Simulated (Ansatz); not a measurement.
```xyz
7

O    -0.6885    0.7197    0.3342
B     0.6180   -0.4660   -0.0202
F     1.3651   -0.4253    1.0893
F    -0.1348   -1.5745   -0.2121
F     1.1333    0.1082   -1.1319
H    -1.5267    0.2298    0.3080
H    -0.7052    1.3400   -0.4130
```

Theory: RKS B3LYP/def2-SVP (Ansatz 0.2.0).

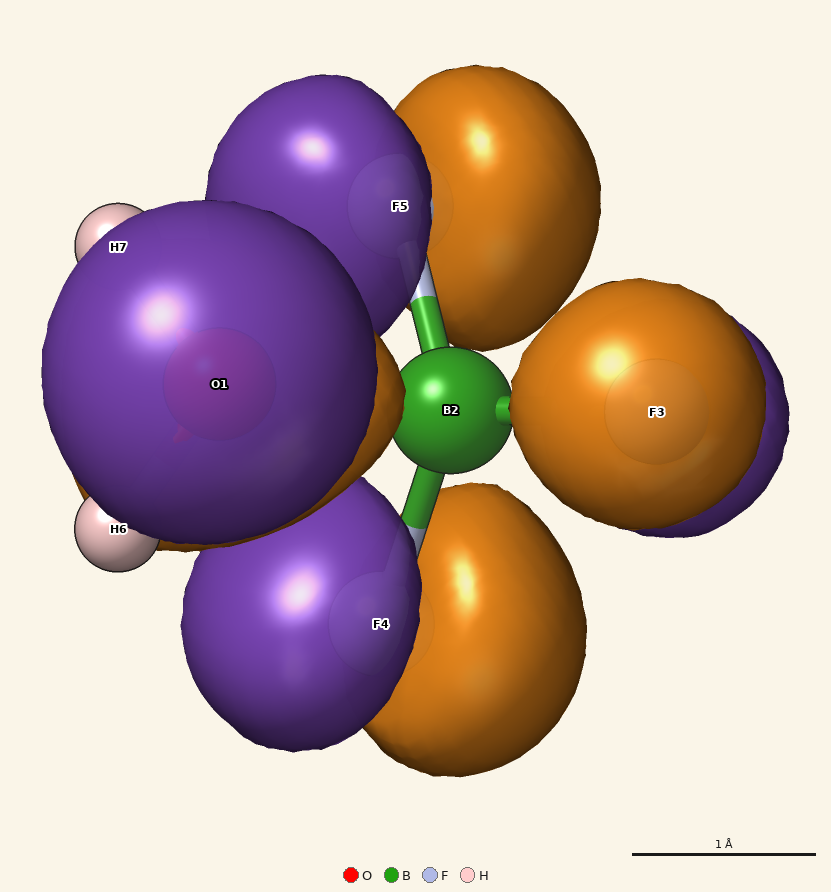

BF3H2O. The HOMO−1 at ±0.1 Å⁻³ᐟ² (orange and purple are the two phases), seen at a tilt.

Question: Describe this orbital and give its energy.

Answer: By Hirshfeld shares it lies mainly on O1 (about 35 %), F4 (about 25 %), F5 (about 20 %) and F3 (about 15 %); largely a combination of lone pairs on O1, F4, F5 and F3. Its energy is −10.53 eV.
